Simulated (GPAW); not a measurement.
# Magnetic state of MnAl7As8 (AlAs32 Mn2 d4p00) from several starts

A self-consistent run ends on one state, which hangs on the start. Several orders of MnAl7As8 (AlAs32 Mn2 d4p00) are started in GPAW and their energies compared.

Calculated with GPAW 26.7.0; PBE with U = 4 eV on Mn d; plane waves with GPAW's PAW setups, scalar-relativistic.

### 1. The structure

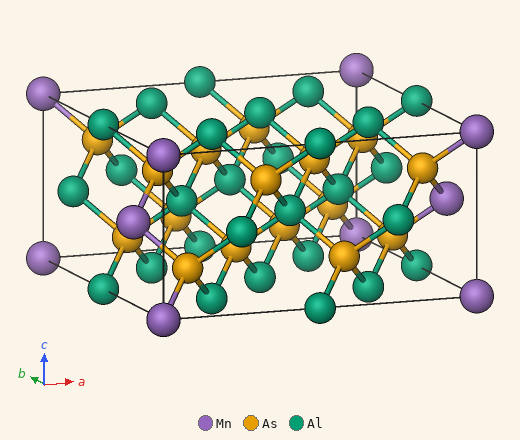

The cell as given, slightly off an axis (manganese purple, arsenic orange, aluminium teal). Bonds to atoms that aren't drawn are left out. Some periodic images of atoms are drawn too.

The cell is a made-up one and need not be a known phase.

### 2. Order 1, typed as ferro ++

Parallel moments need no larger cell; this start tests for a ferromagnetic state only. A Hubbard term is added for the open shell, at a value in common use.

Input file order1.py:

```python
import json
import numpy as np
from ase import Atoms
from ase.parallel import paropen, parprint
from gpaw import GPAW

atoms = Atoms(['Mn', 'As', 'Mn', 'As', 'Al', 'As', 'Al', 'As', 'Al', 'As', 'Al', 'As', 'Al', 'As', 'Al', 'As', 'Al', 'As', 'Al', 'As', 'Al', 'As', 'Al', 'As', 'Al', 'As', 'Al', 'As', 'Al', 'As', 'Al', 'As'],
    cell=[[11.322, 0.0, 0.0],
         [0.0, 11.322, 0.0],
         [0.0, 0.0, 5.661]],
    scaled_positions=[[0.0, 0.0, 0.0],
         [0.125, 0.125, 0.25],
         [0.0, 0.25, 0.5],
         [0.125, 0.375, 0.75],
         [0.25, 0.0, 0.5],
         [0.375, 0.125, 0.75],
         [0.25, 0.25, 0.0],
         [0.375, 0.375, 0.25],
         [0.0, 0.5, 0.0],
         [0.125, 0.625, 0.25],
         [0.0, 0.75, 0.5],
         [0.125, 0.875, 0.75],
         [0.25, 0.5, 0.5],
         [0.375, 0.625, 0.75],
         [0.25, 0.75, 0.0],
         [0.375, 0.875, 0.25],
         [0.5, 0.0, 0.0],
         [0.625, 0.125, 0.25],
         [0.5, 0.25, 0.5],
         [0.625, 0.375, 0.75],
         [0.75, 0.0, 0.5],
         [0.875, 0.125, 0.75],
         [0.75, 0.25, 0.0],
         [0.875, 0.375, 0.25],
         [0.5, 0.5, 0.0],
         [0.625, 0.625, 0.25],
         [0.5, 0.75, 0.5],
         [0.625, 0.875, 0.75],
         [0.75, 0.5, 0.5],
         [0.875, 0.625, 0.75],
         [0.75, 0.75, 0.0],
         [0.875, 0.875, 0.25]],
    pbc=True,
    magmoms=[4.5, 0.0, 4.5, 0.0, 0.0, 0.0, 0.0, 0.0, 0.0, 0.0, 0.0, 0.0, 0.0, 0.0, 0.0, 0.0, 0.0, 0.0, 0.0, 0.0, 0.0, 0.0, 0.0, 0.0, 0.0, 0.0, 0.0, 0.0, 0.0, 0.0, 0.0, 0.0])
atoms.calc = GPAW(mode={'name': 'pw', 'ecut': 450},
    xc='PBE',
    kpts={'size': (3, 3, 5), 'gamma': True},
    occupations={'name': 'fermi-dirac', 'width': 0.05},
    convergence={'density': 1e-05, 'energy': 1e-05},
    maxiter=200,
    mixer={'name': 'pulay', 'beta': 0.05, 'nmaxold': 6, 'weight': 50},
    setups={'Mn': ':d,4.0'},
    symmetry={'tolerance': 1e-4},
    txt='order1.txt')
e = atoms.get_potential_energy(force_consistent=True)
res = {'free_energy': e, 'energy_sigma0': atoms.get_potential_energy(), 'fermi_energy': atoms.calc.get_fermi_level()}
res['moments'] = atoms.get_magnetic_moments().tolist()
res['total'] = atoms.get_magnetic_moment()
parprint('site moments (muB):', np.round(res['moments'], 3))
parprint(f"total moment: {res['total']:.3f} muB")
parprint(f'free energy: {e:.6f} eV')
atoms.calc.write('order1.gpw')
with paropen('results.json', 'w') as f:
    json.dump(res, f)
```

Command:

```sh
OMP_NUM_THREADS=1 mpirun -n 4 gpaw python order1.py > order1.log
```

Numbers of over 12 decimals in the logs are rounded to 6 here.

Output:

```text
site moments (muB): [ 4.213e+00 -1.300e-01  4.213e+00 -6.600e-02  1.100e-02 -1.300e-02
  1.100e-02 -1.400e-02  2.000e-03 -1.600e-02  2.000e-03 -6.600e-02
  3.000e-03 -1.600e-02  3.000e-03 -1.400e-02 -0.000e+00 -1.300e-02
 -0.000e+00 -1.400e-02  1.100e-02 -1.300e-01  1.100e-02 -6.600e-02
 -1.000e-03 -1.600e-02 -1.000e-03 -1.400e-02  3.000e-03 -1.600e-02
  3.000e-03 -6.600e-02]
total moment: 8.001 muB
free energy: -155.856904 eV

--- order1.txt ---
Input parameters:
  mode=PW(ecut=450),
  convergence={'density': 1e-05, 'energy': 1e-05},
  kpts=MonkhorstPack(size=(3, 3, 5), gamma=True),
  maxiter=200,
  mixer=Pulay(name='pulay', nmaxold=6, beta=0.05, weight=50, sigma=0.015, g_ss=None),
  occupations=Occupations(name='fermi-dirac', width=0.05),
  setups={'Mn': ':d,4.0'},
  symmetry=Symmetry(tolerance=0.0001),
  xc=XC(name='PBE')

Diagonalizing LCAO Hamiltonian
Converting LCAO to pw mode
        .---------------------------.
       /|                           |
      / |                           |
     /  |  As            As         |
    /   |       As            As    |
   /  Al|           Al              |
  /    As         As As         As  |
 *      .--Al------------Al---------.
 |     / As As         As As       /
 | Mn /      Al  Al        Al     /
 |   Al Al    As   Al Al    As   /
 |  /As            As           /
 | /      Al            Al     /
 |/                           /
 Mn------------Al------------*

Atoms  # Å, Bohr magnetons
|    | symbol |        x |        y |        z |    initial magnetic moments |
|----|--------|----------|----------|----------|-----------------------------|
|  0 |     Mn | 0.000000 | 0.000000 | 0.000000 | ( 0.0000,  0.0000,  4.5000) |
|  1 |     As | 1.415250 | 1.415250 | 1.415250 | ( 0.0000,  0.0000,  0.0000) |
|  2 |     Mn | 0.000000 | 2.830500 | 2.830500 | ( 0.0000,  0.0000,  4.5000) |
|  3 |     As | 1.415250 | 4.245750 | 4.245750 | ( 0.0000,  0.0000,  0.0000) |
|  4 |     Al | 2.830500 | 0.000000 | 2.830500 | ( 0.0000,  0.0000,  0.0000) |
|  5 |     As | 4.245750 | 1.415250 | 4.245750 | ( 0.0000,  0.0000,  0.0000) |
|  6 |     Al | 2.830500 | 2.830500 | 0.000000 | ( 0.0000,  0.0000,  0.0000) |
|  7 |     As | 4.245750 | 4.245750 | 1.415250 | ( 0.0000,  0.0000,  0.0000) |
|  8 |     Al | 0.000000 | 5.661000 | 0.000000 | ( 0.0000,  0.0000,  0.0000) |
|  9 |     As | 1.415250 | 7.076250 | 1.415250 | ( 0.0000,  0.0000,  0.0000) |
| 10 |     Al | 0.000000 | 8.491500 | 2.830500 | ( 0.0000,  0.0000,  0.0000) |
| 11 |     As | 1.415250 | 9.906750 | 4.245750 | ( 0.0000,  0.0000,  0.0000) |
| 12 |     Al | 2.830500 | 5.661000 | 2.830500 | ( 0.0000,  0.0000,  0.0000) |
| 13 |     As | 4.245750 | 7.076250 | 4.245750 | ( 0.0000,  0.0000,  0.0000) |
| 14 |     Al | 2.830500 | 8.491500 | 0.000000 | ( 0.0000,  0.0000,  0.0000) |
| 15 |     As | 4.245750 | 9.906750 | 1.415250 | ( 0.0000,  0.0000,  0.0000) |
| 16 |     Al | 5.661000 | 0.000000 | 0.000000 | ( 0.0000,  0.0000,  0.0000) |
| 17 |     As | 7.076250 | 1.415250 | 1.415250 | ( 0.0000,  0.0000,  0.0000) |
| 18 |     Al | 5.661000 | 2.830500 | 2.830500 | ( 0.0000,  0.0000,  0.0000) |
| 19 |     As | 7.076250 | 4.245750 | 4.245750 | ( 0.0000,  0.0000,  0.0000) |
| 20 |     Al | 8.491500 | 0.000000 | 2.830500 | ( 0.0000,  0.0000,  0.0000) |
| 21 |     As | 9.906750 | 1.415250 | 4.245750 | ( 0.0000,  0.0000,  0.0000) |
| 22 |     Al | 8.491500 | 2.830500 | 0.000000 | ( 0.0000,  0.0000,  0.0000) |
| 23 |     As | 9.906750 | 4.245750 | 1.415250 | ( 0.0000,  0.0000,  0.0000) |
| 24 |     Al | 5.661000 | 5.661000 | 0.000000 | ( 0.0000,  0.0000,  0.0000) |
| 25 |     As | 7.076250 | 7.076250 | 1.415250 | ( 0.0000,  0.0000,  0.0000) |
| 26 |     Al | 5.661000 | 8.491500 | 2.830500 | ( 0.0000,  0.0000,  0.0000) |
| 27 |     As | 7.076250 | 9.906750 | 4.245750 | ( 0.0000,  0.0000,  0.0000) |
| 28 |     Al | 8.491500 | 5.661000 | 2.830500 | ( 0.0000,  0.0000,  0.0000) |
| 29 |     As | 9.906750 | 7.076250 | 4.245750 | ( 0.0000,  0.0000,  0.0000) |
| 30 |     Al | 8.491500 | 8.491500 | 0.000000 | ( 0.0000,  0.0000,  0.0000) |
| 31 |     As | 9.906750 | 9.906750 | 1.415250 | ( 0.0000,  0.0000,  0.0000) |

Unit cell  # Å
| periodic |         x |         y |        z |   lengths |    angles |
|----------|-----------|-----------|----------|-----------|-----------|
|      yes | 11.322000 |  0.000000 | 0.000000 | 11.322000 | 90.000000 |
|      yes |  0.000000 | 11.322000 | 0.000000 | 11.322000 | 90.000000 |
|      yes |  0.000000 |  0.000000 | 5.661000 |  5.661000 | 90.000000 |

Number of symmetries: 2

BZ-sampling:
  Number of BZ points: 45
  Number of IBZ points: 16

  Monkhorst-Pack size: [3, 3, 5]
  Monkhorst-Pack shift: [0, 0, 0]

K-points  # in reciprocal-cell coordinates
|     |                                coordinates |     weight |
|-----|--------------------------------------------|------------|
|   0 | (  0.00000000,   0.00000000,   0.00000000) | 0.02222222 |
|   1 | (  0.00000000,   0.00000000,   0.20000000) | 0.04444444 |
|   2 | (  0.00000000,   0.00000000,   0.40000000) | 0.04444444 |
|   3 | (  0.00000000,   0.33333333,   0.00000000) | 0.04444444 |
|   4 | (  0.00000000,   0.33333333,   0.20000000) | 0.08888889 |
|   5 | (  0.00000000,   0.33333333,   0.40000000) | 0.08888889 |
|   6 | (  0.33333333,   0.00000000,  -0.40000000) | 0.04444444 |
|   7 | (  0.33333333,   0.00000000,  -0.20000000) | 0.04444444 |
|   8 | (  0.33333333,   0.00000000,   0.00000000) | 0.04444444 |
|   9 | (  0.33333333,   0.00000000,   0.20000000) | 0.04444444 |
| ... |                                            |            |
|  15 | (  0.33333333,   0.33333333,   0.40000000) | 0.08888889 |

Plane wave coefficients: 15772
Cutoff: 450.000000 eV

Spin-components: 2 (collinear spins)
Bands:           101
Projectors:      162
Spin-degeneracy: 1
Datatype:        complex128

Parallelization:
  kpt:    4
  domain: 1
  band:   1

Density:
  Valence electrons: 152.0
  Components: 2
  Grid points: [56 56 28]
  Charge: 0.0  # |e|

Potential:
  Grid points: [56 56 28]

species:
  Mn:
    name:    Manganese
    Z:       25.0
    valence: 15
    core:    10
    charge:  0.0  # [|e|]
    Hubbard: {U: 4.0,  # eV
              l: 2,
              scale: True}
    compensation charges:
      type: gauss
      rc: 0.38  # [Å]
      lmax: 2
    cutoffs:
      filter: 2.14  # [Å]
      core: 0.86  # [Å]
    projectors
    | kind |    occ | energy [eV] | rcut [Å] |
    |------|--------|-------------|----------|
    |   3s |  2.000 |     -85.859 |    1.275 |
    |   4s |  2.000 |      -5.106 |    1.275 |
    |   3p |  6.000 |     -54.597 |    1.281 |
    |   4p |  0.000 |      -1.371 |    1.281 |
    |   3d |  5.000 |      -6.771 |    1.138 |
    |    d |        |      20.441 |    1.138 |

    Using partial waves for Mn as LCAO basis

  As:
    name:    Arsenic
    Z:       33.0
    valence: 5
    core:    28
    charge:  0.0  # [|e|]
    compensation charges:
      type: gauss
      rc: 0.33  # [Å]
      lmax: 2
    cutoffs:
      filter: 1.87  # [Å]
      core: 2.96  # [Å]
    projectors
    | kind |    occ | energy [eV] | rcut [Å] |
    |------|--------|-------------|----------|
    |   4s |  2.000 |     -14.487 |    1.058 |
    |   4p |  3.000 |      -5.196 |    1.058 |
    |    s |        |      12.725 |    1.058 |
    |    p |        |      22.016 |    1.058 |
    |    d |        |       0.000 |    1.058 |

    Using partial waves for As as LCAO basis

  Al:
    name:    Aluminium
    Z:       13.0
    valence: 3
    core:    10
    charge:  0.0  # [|e|]
    compensation charges:
      type: gauss
      rc: 0.34  # [Å]
      lmax: 2
    cutoffs:
      filter: 1.91  # [Å]
      core: 2.36  # [Å]
    projectors
    | kind |    occ | energy [eV] | rcut [Å] |
    |------|--------|-------------|----------|
    |   3s |  2.000 |      -7.753 |    1.085 |
    |   3p |  1.000 |      -2.712 |    1.085 |
    |    s |        |      19.459 |    1.085 |
    |    p |        |      24.499 |    1.085 |
    |    d |        |       0.000 |    1.085 |

    Using partial waves for Al as LCAO basis

Reference energy: -1139523.679456  # eV

eigensolver:
  PPCG
  Converge bands: occupied
  niter=2

density mixing:
  Pulay-Mixer
  Linear mixing parameters: 0.05
  Old densities: 6
  Fourier metric: weight=50, sigma=0.015

occupation numbers:
  Fermi-Dirac:
    width: 0.0500  # eV

poisson solver:
  ecut: 3600.000000  # eV

xc functional:
  name: PBE with 2 nearest neighbor stencil

convergence criteria:
- Maximum integral of absolute [dens]ity change: 1e-05 electrons / valence electron
- Maximum [total energy] change in last 3 cyles: 1e-05 eV / valence electron
- Maximum integral of absolute [eigenst]ate change: 4e-08 eV^2 / valence electron
maximum number of iterations: 200

SCF iterations
|iter     |      energy | eigst |  dens |  magmom |
|---------|-------------|-------|-------|---------|
|iter:   1|       0s | -157.238100 | +0.10 |       |  +9.0233|
|iter:   2|      29s | -157.100641 | -1.33 | -0.87 |  +8.9723|
|iter:   3|      58s | -155.669776 | -1.16 | -0.90 |  +8.4994|
|iter:   4|      85s | -155.773803 | -1.98 | -1.25 |  +8.3846|
|iter:   5|     111s | -155.841524 | -2.16 | -1.35 |  +8.1663|
|iter:   6|     139s | -155.847180 | -3.15 | -1.68 |  +8.1080|
|iter:   7|     165s | -155.839054 | -2.68 | -1.84 |  +8.0289|
|iter:   8|     192s | -155.838137 | -3.74 | -2.30 |  +8.0172|
|iter:   9|     218s | -155.838692c| -4.40 | -2.46 |  +8.0136|
|iter:  10|     245s | -155.839334c| -4.45 | -2.52 |  +8.0054|
|iter:  11|     271s | -155.839463c| -5.40 | -2.77 |  +8.0041|
|iter:  12|     298s | -155.839625c| -5.39 | -2.82 |  +8.0054|
|iter:  13|     324s | -155.839698c| -6.18 | -2.94 |  +8.0052|
|iter:  14|     350s | -155.839833c| -5.87 | -2.98 |  +8.0043|
|iter:  15|     377s | -155.839899c| -6.13 | -3.08 |  +8.0033|
|iter:  16|     403s | -155.839987c| -6.18 | -3.18 |  +8.0018|
|iter:  17|     429s | -155.840047c| -6.02 | -3.36 |  +8.0005|
|iter:  18|     455s | -155.840055c| -7.07 | -3.58 |  +8.0004|
|iter:  19|     482s | -155.840060c| -7.29 | -3.61 |  +8.0006|
|iter:  20|     495s | -155.840063c| -7.84c| -3.67 |  +8.0007|
|iter:  21|     521s | -155.840085c| -6.48 | -3.70 |  +8.0010|
|iter:  22|     548s | -155.840089c| -7.20 | -4.06 |  +8.0010|
|iter:  23|     568s | -155.840091c| -7.53c| -4.25 |  +8.0010|
|iter:  24|     581s | -155.840091c| -7.96c| -4.47 |  +8.0010|
|iter:  25|     594s | -155.840092c| -7.97c| -4.56 |  +8.0010|
|iter:  26|     607s | -155.840092c| -8.12c| -4.71 |  +8.0010|
|iter:  27|     619s | -155.840092c| -8.24c| -4.84 |  +8.0010|
|iter:  28|     632s | -155.840092c| -8.53c| -4.94 |  +8.0010|
|iter:  29|     645s | -155.840092c| -8.72c| -5.06c|  +8.0010|

Converged in 29 steps
Energy contributions relative to reference atoms: (reference = -1139523.679456)

Energy contributions:
  Kinetic:         342.653483
  Coulomb:        -302.247597
  Zero:             -0.024397
  External:          0.000000
  Xc:             -196.204770
  Entropy:          -0.033624
  Spinorbit:         0.000000
  ----------------------------
  Free energy:    -155.856904
  Extrapolated:   -155.840092

dipole moment: (-89.199353, -83.328909, -80.479001)  # |e|*Ang

Total magnetic moment: (0.000000, 0.000000, 8.001043)

Local magnetic moments
|        x |        y |         z |
|----------|----------|-----------|
| 0.000000 | 0.000000 |  4.212820 |  # Mn   0
| 0.000000 | 0.000000 | -0.129841 |  # As   1
| 0.000000 | 0.000000 |  4.212820 |  # Mn   2
| 0.000000 | 0.000000 | -0.065593 |  # As   3
| 0.000000 | 0.000000 |  0.010860 |  # Al   4
| 0.000000 | 0.000000 | -0.012725 |  # As   5
| 0.000000 | 0.000000 |  0.010860 |  # Al   6
| 0.000000 | 0.000000 | -0.014435 |  # As   7
| 0.000000 | 0.000000 |  0.002361 |  # Al   8
| 0.000000 | 0.000000 | -0.015794 |  # As   9
| 0.000000 | 0.000000 |  0.002361 |  # Al  10
| 0.000000 | 0.000000 | -0.065593 |  # As  11
| 0.000000 | 0.000000 |  0.002553 |  # Al  12
| 0.000000 | 0.000000 | -0.015535 |  # As  13
| 0.000000 | 0.000000 |  0.002553 |  # Al  14
| 0.000000 | 0.000000 | -0.014435 |  # As  15
[...]
| 0.000000 | 0.000000 |  0.010860 |  # Al  22
| 0.000000 | 0.000000 | -0.065593 |  # As  23
| 0.000000 | 0.000000 | -0.001031 |  # Al  24
| 0.000000 | 0.000000 | -0.015535 |  # As  25
| 0.000000 | 0.000000 | -0.001031 |  # Al  26
| 0.000000 | 0.000000 | -0.014435 |  # As  27
| 0.000000 | 0.000000 |  0.002553 |  # Al  28
| 0.000000 | 0.000000 | -0.015794 |  # As  29
| 0.000000 | 0.000000 |  0.002553 |  # Al  30
| 0.000000 | 0.000000 | -0.065593 |  # As  31

Fermi level: 4.427
Eigenvalues  # (at kpt = [0.000, 0.000, 0.000])
| band index |      eig [eV] | occ [0-1] |      eig [eV] | occ [0-1] |
|------------|---------------|-----------|---------------|-----------|
|          0 |       -76.822 |     1.000 |       -72.113 |     1.000 |
|        ... |               |           |               |           |
|         68 |         3.025 |     1.000 |         3.471 |     1.000 |
|         69 |         3.049 |     1.000 |         4.130 |     0.997 |
|         70 |         3.121 |     1.000 |         4.132 |     0.997 |
|         71 |         3.174 |     1.000 |         4.137 |     0.997 |
|         72 |         3.210 |     1.000 |         5.736 |     0.000 |
|         73 |         3.370 |     1.000 |         5.738 |     0.000 |
|         74 |         3.547 |     1.000 |         5.779 |     0.000 |
|         75 |         3.650 |     1.000 |         6.235 |     0.000 |
|         76 |         3.794 |     1.000 |         6.317 |     0.000 |
|         77 |         3.827 |     1.000 |         6.611 |     0.000 |
|         78 |         3.903 |     1.000 |         6.715 |     0.000 |
|         79 |         4.808 |     0.000 |         6.920 |     0.000 |
|         80 |         4.871 |     0.000 |         7.023 |     0.000 |
|         81 |         4.947 |     0.000 |         7.052 |     0.000 |
|         82 |         5.923 |     0.000 |         7.077 |     0.000 |
|        ... |               |           |               |           |
|        100 |         8.782 |     0.000 |         8.826 |     0.000 |

No gap
No difference between direct/indirect transitions
```

Run time: 12 min. Hardware: 4 MPI ranks of Arm Neoverse V2, shared host; peak memory 2.6 GiB; 46 min of CPU time.

Spin moment in the augmentation sphere by element, in μB:

| element | atoms | mean | spread (r.m.s.) | least | largest |
| --- | --- | --- | --- | --- | --- |
| Mn | 2 | 4.21 | 0.00 | 4.21 | 4.21 |
| As | 16 | -0.04 | 0.04 | -0.13 | -0.01 |
| Al | 14 | 0.00 | 0.00 | 0.00 | 0.01 |

The atoms farthest from the mean of their element:

| atom | x, y, z (Å) | spin moment in the augmentation sphere (μB) |
| --- | --- | --- |
| As2 | 1.42, 1.42, 1.42 | -0.13 |
| As22 | 9.91, 1.42, 4.25 | -0.13 |
| As6 | 4.25, 1.42, 4.25 | -0.01 |
| As18 | 7.08, 1.42, 1.42 | -0.01 |
| As16 | 4.25, 9.91, 1.42 | -0.01 |
| As28 | 7.08, 9.91, 4.25 | -0.01 |
| As8 | 4.25, 4.25, 1.42 | -0.01 |
| As20 | 7.08, 4.25, 4.25 | -0.01 |

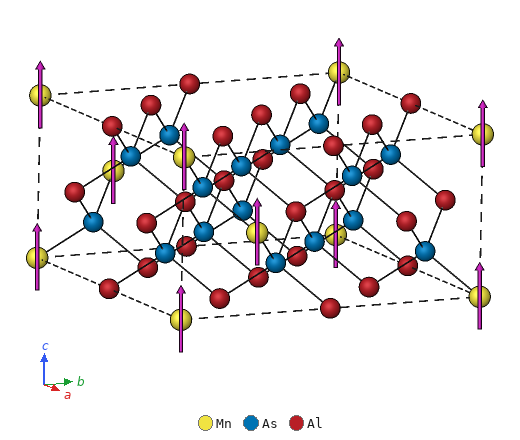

Spin moment in the augmentation sphere as arrows, the longest 4.21 μB. Up and down stand for the sign. Arrows give size and sign along the axis of quantisation, drawn up and down the page. Bonds to atoms that aren't drawn are left out. Some periodic images of atoms are drawn too.

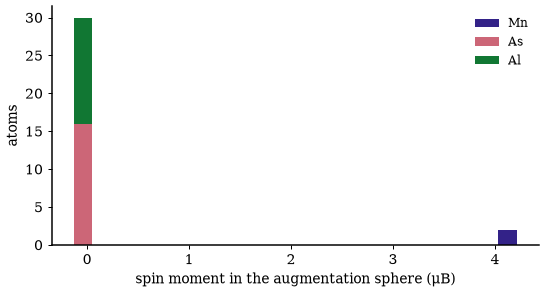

Spin moment in the augmentation sphere as a stacked histogram.

This step gave:

```
magnetization : 8.001 μB
final state   : ferromagnetic
```

After 29 cycles the largest moment stands at 4.21 μB.

[end of part 1 of 2]

[Logs and program files are shortened in this print: banners, set-up blocks, solver, clock and traceback lines can be left out without a mark of their own.]

[Logs are printed without paths, hosts, clocks, repeated set-up lines and the standing remarks that a program may print on its own settings, such as how far it seeks lower states.]

[Hosts, paths, dates, database ids (printed as entryN), source tags and the programs' standing remarks are cut or masked in the printed files.]

[Where a cell is said to come from a database of computed structures, the database is the Materials Project.]
